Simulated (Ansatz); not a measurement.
## Geometry relaxation of BSiNH₇

System: BSiNH₇, multiplicity 2.
Method: UKS PBE/6-31G* (Ansatz 0.2.0).

The input holds or restrains some coordinates. It belongs to a series of runs on one base structure; here: pulled along the bonds that form and break, towards end A.

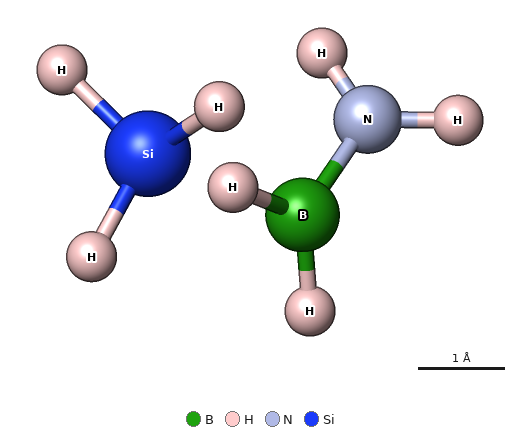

The starting structure (ball-and-stick view, seen at an oblique angle).

**Input**
```yaml
crystal:
  periodic: [false, false, false]
  atoms:
    - { symbol: B, position_ang: [0.0, 0.0, 0.0] }
    - { symbol: H, position_ang: [0.0, 0.0, 1.44] }
    - { symbol: H, position_ang: [1.0305, 0.0, -0.595] }
    - { symbol: "N", position_ang: [-1.3423, 0.0, -0.775] }
    - { symbol: H, position_ang: [-2.0112, -0.8164, -0.6764] }
    - { symbol: H, position_ang: [-1.5914, 0.8164, -1.4036] }
    - { symbol: Si, position_ang: [0.0, 0.0, 3.2] }
    - { symbol: H, position_ang: [-0.7436, -1.1581, 3.6874] }
    - { symbol: H, position_ang: [1.3747, -0.0649, 3.6874] }
    - { symbol: H, position_ang: [-0.6311, 1.223, 3.6874] }
magnetization:
  spin_polarized: true
  initial_magnetization: 1
basis:
  gaussian: { orbitals: "6-31G*" }
hamiltonian:
  xc: pbe
relax:
  f_tol: 0.15
  max_steps: 25
  restrain:
    - { distance: [1, 6], at: 2.66, k: 30.0 }
    - { distance: [0, 1], at: 1.19, k: 30.0 }
```

Hardware: 1 thread of Intel Xeon (Granite Rapids), 32 GiB of memory available, shared host.

Run as:
```bash
ansatz run input.yaml --threads 1 --pin off --max-ram 2048MiB --backend cpu --events-out ev --progress --plain --runs-dir out
```

**The program's output**
```
The last accepted step is kept in [file] (removed where the run ends without a failure and the disk answers)
Engine: ansatz 0.2.0, x86_64-unknown-linux-gnu
Functional definition: PBE
  parameter kappa = 0.804
  parameter beta = 0.06672455060314922
  exchange = pbe_x(kappa = kappa, mu = beta*pi^2/3)
  correlation = pbe_c(beta = beta)
847 factors; their error is unknown
mean field evaluation 1: about -10140.5605 eV, gradient 3.8e1 eV
mean field evaluation 2: about -10104.5550 eV, gradient 8.0e1 eV
mean field evaluation 4: about -10146.7044 eV, gradient 4.7e0 eV
mean field evaluation 8: about -10146.8492 eV, gradient 1.5e-1 eV
mean field evaluation 16: about -10146.7863 eV, gradient 1.7e-4 eV
mean field -10146.78633525 eV, -372.8875200816 hartree, gradient 5.8e-5 eV, S^2 0.756578; 1 other end points of the search recorded, 0 dependent functions left out
the calculation of the forces begins
reference -10146.78637377 eV, -372.8875214971 hartree; 17, 16 occupied and 46, 47 virtual orbitals, 847 factors
relax step   1: F+E_penalty+E_count = -10146.78633525 eV  Δ(F+E_penalty+E_count) = +0.000e0 eV  max|allowed force component| = 3.413e0 eV/Å  E_restraint = 13.08750000 eV  max|allowed force component, restraints' pulls added| = 3.518e1 eV/Å  Δτ_max = 0.0000 Å  (44 SCF iters, accepted)
  distance H 1 - Si 6 = 1.7600 Å
  distance B 0 - H 1 = 1.4400 Å
these checks for a lower state are left out or cut short: starts, cluster_reference, orbital_swaps, neighbouring_geometries, increment
847 factors; their error is unknown
mean field -10147.05598070 eV, -372.8974293692 hartree, gradient 1.5e-5 eV, S^2 0.755505; 0 other end points of the search recorded, 0 dependent functions left out
[... from here on the field's lines of each further geometry are left out, up to the last ...]
relax step   2: F+E_penalty+E_count = -10147.05598070 eV  Δ(F+E_penalty+E_count) = -2.696e-1 eV  max|allowed force component| = 2.104e0 eV/Å  E_restraint = 4.51435797 eV  max|allowed force component, restraints' pulls added| = 1.868e1 eV/Å  Δτ_max = 0.1949 Å  (34 SCF iters, accepted)
relax step   3: F+E_penalty+E_count = -10147.25109903 eV  Δ(F+E_penalty+E_count) = -1.951e-1 eV  max|allowed force component| = 2.036e0 eV/Å  E_restraint = 0.44480409 eV  max|allowed force component, restraints' pulls added| = 4.549e0 eV/Å  Δτ_max = 0.1974 Å  (31 SCF iters, accepted)
relax step   4: F+E_penalty+E_count = -10147.96915519 eV  Δ(F+E_penalty+E_count) = -7.181e-1 eV  max|allowed force component| = 1.145e0 eV/Å  E_restraint = 0.00375071 eV  max|allowed force component, restraints' pulls added| = 1.145e0 eV/Å  Δτ_max = 0.1949 Å  (34 SCF iters, accepted)
relax step   5: F+E_penalty+E_count = -10148.31511486 eV  Δ(F+E_penalty+E_count) = -3.460e-1 eV  max|allowed force component| = 8.981e-1 eV/Å  E_restraint = 0.03335327 eV  max|allowed force component, restraints' pulls added| = 9.981e-1 eV/Å  Δτ_max = 0.1952 Å  (30 SCF iters, accepted)
relax step   6: F+E_penalty+E_count = -10148.41484597 eV  Δ(F+E_penalty+E_count) = -9.973e-2 eV  max|allowed force component| = 1.281e0 eV/Å  E_restraint = 0.00618503 eV  max|allowed force component, restraints' pulls added| = 1.281e0 eV/Å  Δτ_max = 0.1940 Å  (30 SCF iters, accepted)
relax step   7: F+E_penalty+E_count = -10148.55440298 eV  Δ(F+E_penalty+E_count) = -1.396e-1 eV  max|allowed force component| = 1.142e0 eV/Å  E_restraint = 0.00955635 eV  max|allowed force component, restraints' pulls added| = 1.142e0 eV/Å  Δτ_max = 0.1943 Å  (33 SCF iters, accepted)
relax step   8: F+E_penalty+E_count = -10148.59670135 eV  Δ(F+E_penalty+E_count) = -4.230e-2 eV  max|allowed force component| = 8.103e-1 eV/Å  E_restraint = 0.00127406 eV  max|allowed force component, restraints' pulls added| = 8.103e-1 eV/Å  Δτ_max = 0.0834 Å  (30 SCF iters, accepted)
relax step   9: F+E_penalty+E_count = -10148.62394214 eV  Δ(F+E_penalty+E_count) = -2.724e-2 eV  max|allowed force component| = 2.691e-1 eV/Å  E_restraint = 0.00382646 eV  max|allowed force component, restraints' pulls added| = 1.983e-1 eV/Å  Δτ_max = 0.2000 Å  (29 SCF iters, accepted)
relax step  10: F+E_penalty+E_count = -10148.62938931 eV  Δ(F+E_penalty+E_count) = -5.447e-3 eV  max|allowed force component| = 2.833e-1 eV/Å  E_restraint = 0.00344868 eV  max|allowed force component, restraints' pulls added| = 1.313e-1 eV/Å  Δτ_max = 0.1361 Å  (28 SCF iters, accepted)
relax step  11: F+E_penalty+E_count = -10148.63090093 eV  Δ(F+E_penalty+E_count) = -1.512e-3 eV  max|allowed force component| = 3.219e-1 eV/Å  E_restraint = 0.00214397 eV  max|allowed force component, restraints' pulls added| = 2.137e-1 eV/Å  Δτ_max = 0.1965 Å  (29 SCF iters, accepted)
the calculation of the forces begins
reference -10148.63465454 eV, -372.9554445626 hartree; 17, 16 occupied and 46, 47 virtual orbitals, 847 factors
relax step  12: F+E_penalty+E_count = -10148.63461505 eV  Δ(F+E_penalty+E_count) = -3.714e-3 eV  max|allowed force component| = 3.215e-1 eV/Å  E_restraint = 0.00208001 eV  max|allowed force component, restraints' pulls added| = 4.515e-2 eV/Å  Δτ_max = 0.0405 Å  (30 SCF iters, accepted)
  distance H 1 - Si 6 = 2.6636 Å
  distance B 0 - H 1 = 1.2012 Å
```

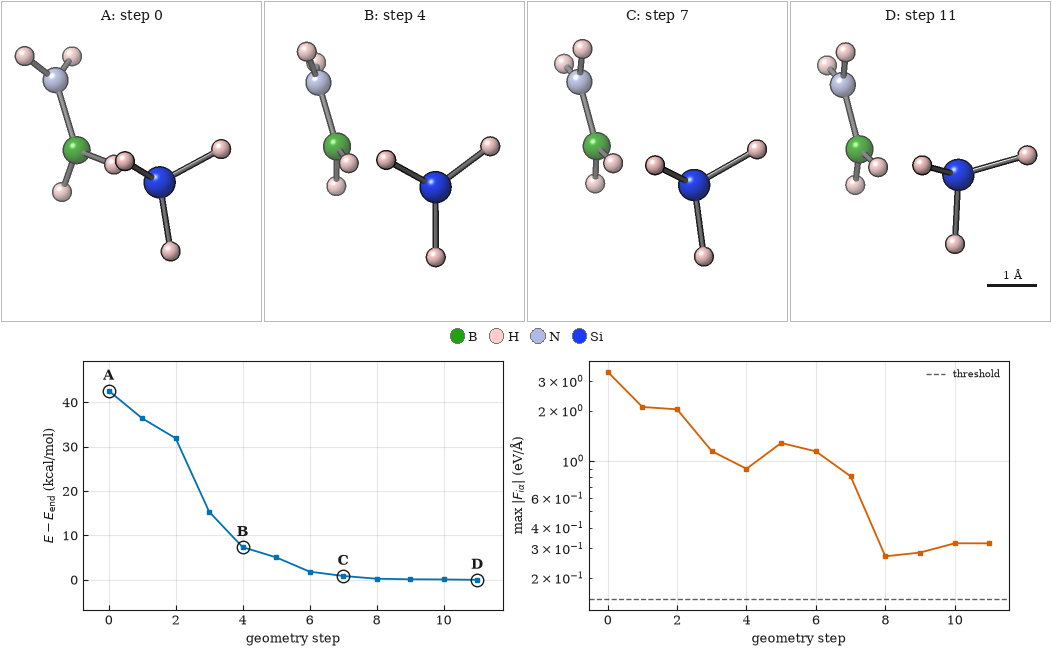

Frames of the restrained relaxation (ball-and-stick view, seen at a tilt) above the curves, on which the letters mark them (the first geometry is step 0 here and step 1 in the log).

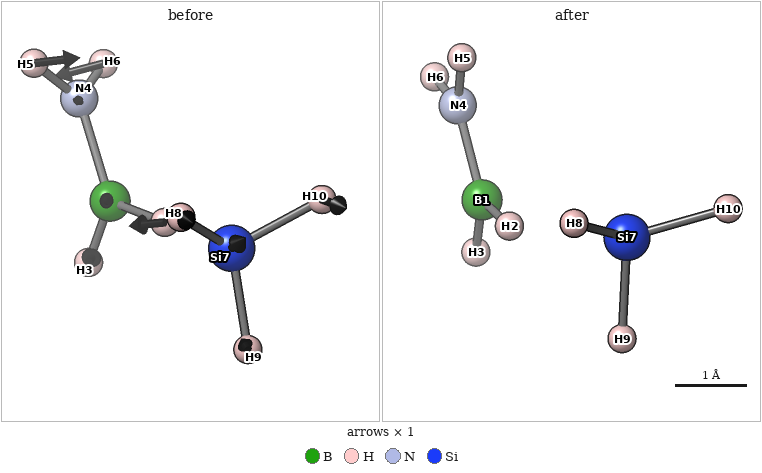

Before (left) and after (right) the restrained relaxation, at one scale (ball-and-stick view, seen at a tilt). The black arrows give the displacements, at true length. The largest move after the best rigid fit is that of H6, 0.74 Å. Largest moves by element: H 0.74 Å, Si 0.41 Å, B 0.25 Å, N 0.13 Å. Distances before and after: B1–H2 1.440 → 1.201 Å, B1–N4 1.550 → 1.396 Å, Si7–H10 1.460 → 1.505 Å, N4–H5 1.060 → 1.019 Å. Among the angles that change: H5–N4–H6 120.0° → 113.2°, B1–N4–H6 120.0° → 123.6°, B1–N4–H5 120.0° → 123.2°. The energy falls by 42.6 kcal/mol in 11 geometry steps. Largest force component: 3.4 eV/Å at the start, 0.32 eV/Å at the end. (Atoms are counted from 1 in the order of the input.)

```
847 factors; their error is unknown
mean field -10148.63461505 eV, -372.9554431116 hartree, gradient 1.6e-5 eV, S^2 0.752108; 1 other end points of the search recorded, 0 dependent functions left out
the calculation of the forces begins
reference -10148.63465454 eV, -372.9554445626 hartree; 17, 16 occupied and 46, 47 virtual orbitals, 847 factors
Total energy: -10148.63465454 eV, -372.9554445626 hartree
Atom 0 at     0.034821     0.016670    -0.252707 Å, force    -0.028318     0.065120    -0.321544 eV/Å
Atom 1 at     0.126582    -0.274519     0.909051 Å, force     0.040163    -0.083370     0.173426 eV/Å
Atom 2 at     0.991859     0.328782    -0.917599 Å, force    -0.005379    -0.005386     0.004334 eV/Å
Atom 3 at    -1.232858     0.002015    -0.837861 Å, force    -0.001305     0.003330     0.012829 eV/Å
Atom 4 at    -2.080182    -0.245174    -0.328584 Å, force     0.008078     0.002979    -0.002870 eV/Å
Atom 5 at    -1.406148     0.244091    -1.811994 Å, force     0.005844    -0.004240     0.002116 eV/Å
Atom 6 at    -0.223671     0.021810     3.532865 Å, force    -0.000412     0.028181     0.152213 eV/Å
Atom 7 at    -0.752671    -1.254016     4.129233 Å, force     0.000782    -0.004570    -0.020126 eV/Å
Atom 8 at     1.274585    -0.032379     3.451913 Å, force    -0.014446    -0.000420    -0.008922 eV/Å
Atom 9 at    -0.646716     1.192721     4.377884 Å, force    -0.005007    -0.001625     0.008544 eV/Å
Dipole moment:    -0.407139    -0.005117    -0.324331 e Å
```

**Trajectory as extended XYZ (Å, eV, eV/Å), 12 frames, from step=1 to step=12**
```
10
Properties=species:S:1:pos:R:3:forces:R:3 step=1 energy=-10146.78634
B     0.0000    0.0000    0.0000   -3.4126  -1.2088  -1.6581
H     0.0000    0.0000    1.4400   -0.0409  -0.5865  -0.6798
H     1.0305    0.0000   -0.5950    0.5112   1.0247   0.0477
N    -1.3423    0.0000   -0.7750    2.1839   0.3099   1.2793
H    -2.0112   -0.8164   -0.6764    0.5596   1.8125   0.1251
H    -1.5914    0.8164   -1.4036    0.1794  -1.6961   0.4565
Si    0.0000    0.0000    3.2000    0.0435   0.4052  -0.3515
H    -0.7436   -1.1581    3.6874   -0.4121  -0.6543   0.1508
H     1.3747   -0.0649    3.6874    0.7503  -0.0653   0.2591
H    -0.6311    1.2230    3.6874   -0.3624   0.6587   0.3709
10
Properties=species:S:1:pos:R:3:forces:R:3 step=2 energy=-10147.05598
B    -0.0215   -0.0151   -0.0160   -2.1037  -0.0698  -1.3326
H    -0.0013   -0.0080    1.2453   -0.1229  -0.8333  -0.2232
H     1.0323    0.0136   -0.5931    0.1770   0.7514  -0.1115
N    -1.3304    0.0024   -0.7675    1.3109  -0.0450   0.8068
H    -2.0060   -0.7975   -0.6727    0.3494   1.5950   0.2670
H    -1.5877    0.8001   -1.4006    0.3807  -1.5297   0.1817
Si    0.0004    0.0039    3.3613    0.0174   0.0642  -0.9080
H    -0.7540   -1.1744    3.6968   -0.5950  -0.9204   0.3817
H     1.3946   -0.0661    3.6985    1.1369  -0.0610   0.4424
H    -0.6407    1.2412    3.7003   -0.5507   1.0484   0.4958
10
Properties=species:S:1:pos:R:3:forces:R:3 step=3 energy=-10147.25110
B    -0.0386    0.0134   -0.0757   -0.9432  -0.2053  -2.0362
H    -0.0121   -0.0561    1.0652   -0.0564  -0.9208   1.9878
H     1.0339    0.0354   -0.6145    0.1259   0.8925  -0.4211
N    -1.3169    0.0005   -0.7692    0.5736   0.1411   0.1134
H    -2.0081   -0.7595   -0.6495    0.0354   1.1029   0.4782
H    -1.5742    0.7589   -1.4187    0.2664  -1.0363  -0.3655
Si    0.0012    0.0044    3.5587   -0.0066  -0.0472  -0.4223
H    -0.7766   -1.2094    3.7171   -0.4153  -0.6317   0.2085
H     1.4381   -0.0681    3.7188    0.8006  -0.0315   0.2222
H    -0.6609    1.2805    3.7199   -0.3804   0.7364   0.2351
10
Properties=species:S:1:pos:R:3:forces:R:3 step=4 energy=-10147.96916
B    -0.0435   -0.0171   -0.1404   -0.1497   0.1061  -0.3975
H    -0.0118   -0.2338    1.0453   -0.0121  -0.7173   0.1358
H     1.0316    0.2071   -0.6919   -0.5873   0.5048   0.0182
N    -1.3080    0.0028   -0.7990    0.2698  -0.0979   0.1185
H    -2.0841   -0.6355   -0.5286    0.3933   1.1452   0.0650
H    -1.5039    0.6589   -1.5705    0.0920  -0.9517  -0.0597
Si    0.0026    0.0078    3.6928   -0.0105  -0.0641   0.0174
H    -0.7937   -1.2445    3.7435   -0.0319  -0.0294   0.0367
H     1.4823   -0.0642    3.7481    0.0749   0.0140   0.0300
H    -0.6859    1.3184    3.7528   -0.0385   0.0903   0.0355
10
Properties=species:S:1:pos:R:3:forces:R:3 step=5 energy=-10148.31511
B    -0.0501    0.0170   -0.1215    0.0637  -0.5037  -0.0086
H    -0.0071   -0.4270    1.0181   -0.0204  -0.0580  -0.3087
H     0.9761    0.3427   -0.6812   -0.2608   0.3855   0.0807
N    -1.2833    0.0108   -0.7921   -0.5182   0.0688  -0.1710
H    -2.1133   -0.5044   -0.4172    0.7137   0.8981  -0.4058
H    -1.4400    0.5322   -1.6808    0.0307  -0.8041   0.6707
Si    0.0019    0.0095    3.6754   -0.0010  -0.0328  -0.0243
H    -0.7977   -1.2463    3.7472    0.0225   0.0547   0.0617
H     1.4875   -0.0606    3.7489   -0.0467   0.0147   0.0491
H    -0.6885    1.3261    3.7554    0.0164  -0.0234   0.0563
10
Properties=species:S:1:pos:R:3:forces:R:3 step=6 energy=-10148.41485
B    -0.0296   -0.0202   -0.1777   -0.1872   0.3496   0.0367
H     0.0178   -0.3712    0.9796    0.0222  -0.2139  -0.0543
H     0.9412    0.4346   -0.7248    0.0385  -0.0788  -0.1528
N    -1.2743   -0.0066   -0.8170   -1.0020  -0.0399  -0.3574
H    -2.1520   -0.3475   -0.3320    1.1830   0.5602  -0.9276
H    -1.4072    0.3752   -1.7900   -0.0425  -0.5949   1.2813
Si   -0.0019   -0.0172    3.6150   -0.0320  -0.0189  -0.4151
H    -0.7959   -1.2599    3.8465    0.0316   0.0415   0.1943
H     1.4719   -0.0772    3.8229   -0.0102  -0.0059   0.1908
H    -0.6843    1.2898    3.8297   -0.0014   0.0010   0.2043
10
Properties=species:S:1:pos:R:3:forces:R:3 step=7 energy=-10148.55440
B    -0.0322    0.0099   -0.2451   -0.2213   0.2299  -0.3057
H     0.0345   -0.3409    0.9000    0.0077  -0.1282   0.2467
H     0.9310    0.4349   -0.8229    0.1016  -0.0825  -0.1613
N    -1.2816   -0.0056   -0.8750   -0.7840   0.0072  -0.2650
H    -2.1575   -0.2708   -0.3601    0.9536   0.2520  -0.8306
H    -1.4166    0.2836   -1.8723   -0.0463  -0.2934   1.1416
Si   -0.0006   -0.0281    3.5178   -0.1068   0.0269   0.3018
H    -0.7635   -1.2410    4.0175    0.1285   0.1800  -0.0552
H     1.4381   -0.0829    3.9755   -0.1411  -0.0013  -0.0246
H    -0.6662    1.2410    4.0170    0.1082  -0.1905  -0.0477
10
Properties=species:S:1:pos:R:3:forces:R:3 step=8 energy=-10148.59670
B    -0.0331    0.0180   -0.2440   -0.0549   0.0510  -0.4322
H     0.0362   -0.3185    0.9041   -0.0094  -0.0628   0.2773
H     0.9543    0.3597   -0.8503   -0.0820  -0.0372  -0.0697
N    -1.2872    0.0093   -0.8670    0.8103   0.0798   0.2422
H    -2.1344   -0.2176   -0.3777   -0.5520  -0.2150   0.2606
H    -1.4279    0.2572   -1.8334   -0.0981   0.1680  -0.4527
Si   -0.0185   -0.0163    3.5425   -0.0289   0.0110   0.0491
H    -0.7324   -1.2661    3.9895    0.0426   0.0924   0.0377
H     1.4337   -0.0508    3.9357   -0.0827   0.0108   0.0374
H    -0.7050    1.2252    4.0529    0.0552  -0.0979   0.0505
10
Properties=species:S:1:pos:R:3:forces:R:3 step=9 energy=-10148.62394
B     0.0111    0.0158   -0.2702    0.1652   0.1230  -0.2691
H     0.1213   -0.3030    0.8835    0.0161  -0.1081   0.1815
H     0.9698    0.3509   -0.9252   -0.0670  -0.0138  -0.0126
N    -1.2599    0.0211   -0.8409   -0.1464  -0.0393  -0.0692
H    -2.0998   -0.2598   -0.3339    0.0484   0.0399  -0.0391
H    -1.4429    0.2830   -1.8098    0.0114  -0.0160   0.0671
Si   -0.1216   -0.0144    3.5273    0.0474  -0.0172   0.1825
H    -0.7604   -1.2514    4.1048    0.0198   0.0468  -0.0169
H     1.3697   -0.0589    3.7464   -0.1048   0.0065  -0.0348
H    -0.7017    1.2168    4.1704    0.0098  -0.0218   0.0107
10
Properties=species:S:1:pos:R:3:forces:R:3 step=10 energy=-10148.62939
B     0.0229    0.0191   -0.2636    0.0985   0.1032  -0.2833
H     0.1304   -0.2930    0.8924    0.0206  -0.0996   0.1671
H     0.9794    0.3512   -0.9226   -0.0512  -0.0084  -0.0052
N    -1.2479    0.0146   -0.8379   -0.1100  -0.0256  -0.0411
H    -2.0892   -0.2608   -0.3305    0.0516   0.0345  -0.0285
H    -1.4308    0.2745   -1.8070    0.0184  -0.0189   0.0554
Si   -0.1688   -0.0096    3.5293    0.0236  -0.0082   0.1361
H    -0.7583   -1.2513    4.1428    0.0037   0.0204  -0.0040
H     1.3320   -0.0597    3.6156   -0.0511   0.0044  -0.0206
H    -0.6841    1.2150    4.2337   -0.0041  -0.0018   0.0240
10
Properties=species:S:1:pos:R:3:forces:R:3 step=11 energy=-10148.63090
B     0.0369    0.0183   -0.2532   -0.0469   0.0855  -0.3219
H     0.1301   -0.2801    0.9066    0.0383  -0.0896   0.1665
H     0.9924    0.3439   -0.9142   -0.0098  -0.0139   0.0021
N    -1.2312    0.0021   -0.8386    0.0648   0.0052   0.0338
H    -2.0766   -0.2521   -0.3321   -0.0335  -0.0144   0.0297
H    -1.4063    0.2517   -1.8094    0.0045   0.0077  -0.0441
Si   -0.2317    0.0119    3.5298    0.1113   0.1020   0.2607
H    -0.7517   -1.2496    4.1695    0.0179   0.0163  -0.0463
H     1.2771   -0.0490    3.4273   -0.2137   0.0239   0.0181
H    -0.6534    1.2029    4.3666    0.0672  -0.1224  -0.0985
10
Properties=species:S:1:pos:R:3:forces:R:3 step=12 energy=-10148.63462
B     0.0348    0.0167   -0.2527   -0.0283   0.0651  -0.3215
H     0.1266   -0.2745    0.9091    0.0402  -0.0834   0.1734
H     0.9919    0.3288   -0.9176   -0.0054  -0.0054   0.0043
N    -1.2329    0.0020   -0.8379   -0.0013   0.0033   0.0128
H    -2.0802   -0.2452   -0.3286    0.0081   0.0030  -0.0029
H    -1.4061    0.2441   -1.8120    0.0058  -0.0042   0.0021
Si   -0.2237    0.0218    3.5329   -0.0004   0.0282   0.1522
H    -0.7527   -1.2540    4.1292    0.0008  -0.0046  -0.0201
H     1.2746   -0.0324    3.4519   -0.0144  -0.0004  -0.0089
H    -0.6467    1.1927    4.3779   -0.0050  -0.0016   0.0085
```

**Key numbers**

| quantity | value |
| --- | --- |
| outcome | converged under the restraints of the input |
| total energy | −10148.6347 eV |
| mean-field energy | −10148.6347 eV |
| ⟨S²⟩ | 0.752 |
| largest force (length of the vector) at the end, held atoms and coordinates included | 0.329 eV/Å |
| wall time | 27 s |
| peak memory | 0.17 GiB |
